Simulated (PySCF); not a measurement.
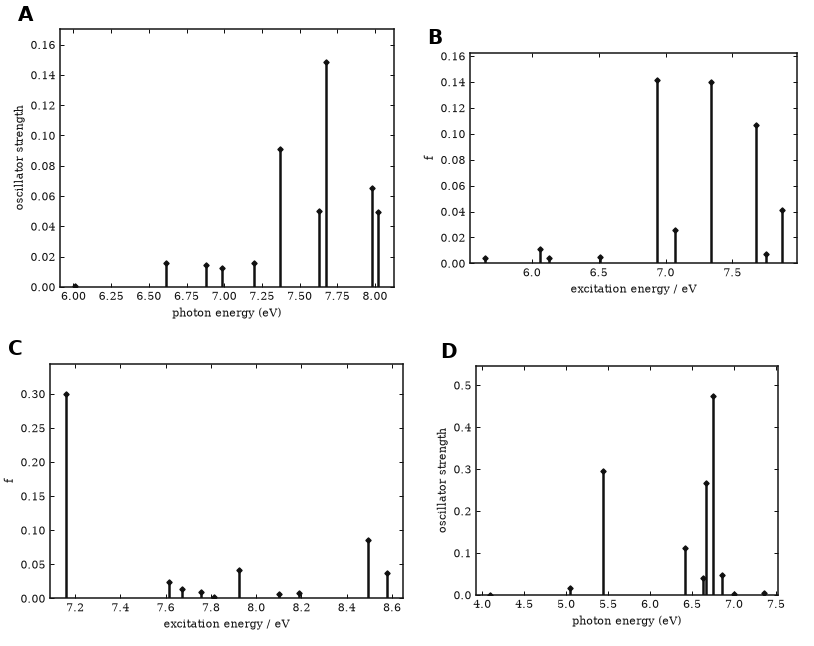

Vertical TDDFT excitations, ωB97X-D/def2-SVPD in PySCF 2.14.0, at a PBE0-D3(BJ)/def2-SVP geometry (no frequency check), gas phase. Each panel shows the lowest singlet states that were computed.

### Which panel belongs to which molecule?
1. C₇H₁₂ClFSi₂, SMILES C#C[Si@]([SiH3])(Cl)C1(F)CCCC1
2. C₁₀H₁₀O, SMILES O=C(c1ccccc1)C1CC1
3. C₇H₆F₄, SMILES C[C@@H](C#CCF)C(F)=C(F)F
4. C₁₀H₁₅Cl, SMILES C=C[C@@H]1[C@H]2C[C@]1(Cl)[C@@H]2C(C)C

A: 3 (S1 at 6.01 eV, brightest at 7.68 eV)
B: 1 (S1 at 5.65 eV, brightest at 6.94 eV)
C: 4 (S1 at 7.16 eV, brightest at 7.16 eV)
D: 2 (S1 at 4.09 eV, brightest at 6.75 eV)

Limits of at least one run: core orbitals are frozen in the response; one conformer of a flexible molecule.
